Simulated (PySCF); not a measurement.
CH₁₂N₂OSi₄

Input file:

```
{"job": {"kind": "nmr", "xc": "PBE0", "basis": "pcSseg-1"}, "charge": 0, "multiplicity": 1}
O      0.835854    -0.423498    -1.161017
C      1.184877     0.030445    -0.066690
N      2.481345     0.313999     0.050496
Si     3.339636    -0.052160    -1.450473
Si    -0.085706     0.280951     1.311733
N     -1.541486    -0.190998     0.551313
Si    -3.042862    -0.053383     1.425713
Si    -1.560759    -0.895861    -1.087330
H      2.838724     0.689803     0.911702
H      4.705629     0.337831    -1.077904
H      2.828426     0.804368    -2.509460
H      3.262299    -1.483003    -1.703283
H      0.320396    -0.557954     2.450954
H     -0.047086     1.695822     1.709057
H     -2.737077     0.679955     2.656182
H     -4.007726     0.692338     0.620367
H     -3.546181    -1.386986     1.757895
H     -0.874929    -2.181935    -1.096302
H     -2.993172    -1.253456    -1.208043
H     -1.365349     0.145006    -2.087947
```

Run with:

```sh
OMP_NUM_THREADS=1 python probes_run.py task.json out
```

Geometry: GFN2-xTB.

These are results of PySCF, PBE0/pcSseg-1, SCF density, gas phase, non-relativistic, not measurements.

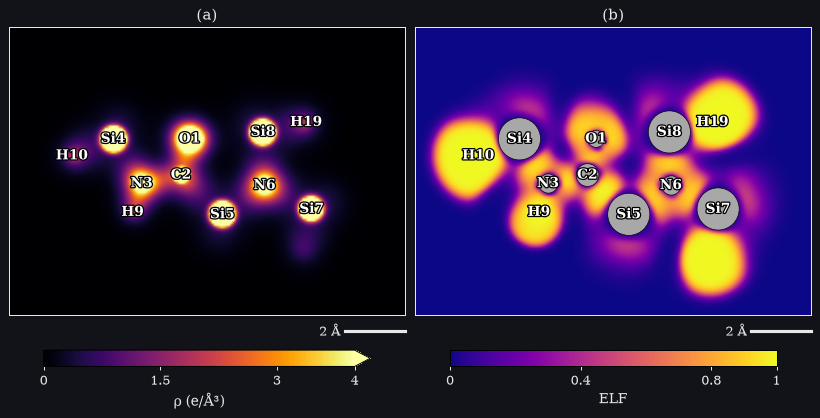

Figure 1. (a) total electron density; (b) electron localisation function on the plane of atoms C2, N3 and Si4. Grey discs cover the atomic cores in the ELF map.

### What does the map show?

The plane passes through O, C, N, Si and H nuclei.
C–O (1.24 Å): the density is about 3.1 e/Å³ at the midpoint; the ELF peaks at about 0.85 between the atoms (a short, strongly polar bond).
C–N (1.33 Å): ρ is about 2.5 e/Å³ halfway; the ELF peaks at about 0.90 between the atoms; localised, covalent bonding.
Si–N (1.71 Å): ρ at the midpoint is about 1.1 e/Å³; the ELF peaks at about 0.90 between the atoms (a polar covalent bond).
C–Si (1.89 Å): the density is about 0.96 e/Å³ at the midpoint; the ELF peaks at about 1 between the atoms; a shared electron pair.
N–H (1.01 Å): ρ is about 2.9 e/Å³ halfway; the ELF climbs to about 1 towards the hydrogen, as it does in any bond to H (a covalent bond by its length).
The ELF also peaks beside O1, away from the bonds: lone-pair regions.

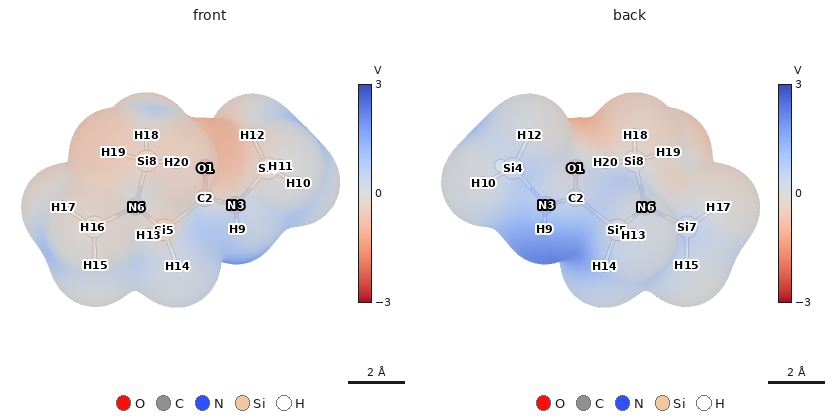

Figure 2. The molecular electrostatic potential painted on the density surface at 0.001 e/bohr³, seen from the front and from behind; red is negative and blue positive.

### Describe the electrostatic potential map.

The most negative region (about −1.0 V) lies over O1, the most positive (about +2.1 V) over H9. O1 is the likeliest acceptor of a hydrogen bond.

### What dipole moment does the calculation give?

Its dipole moment is 3.45 D.
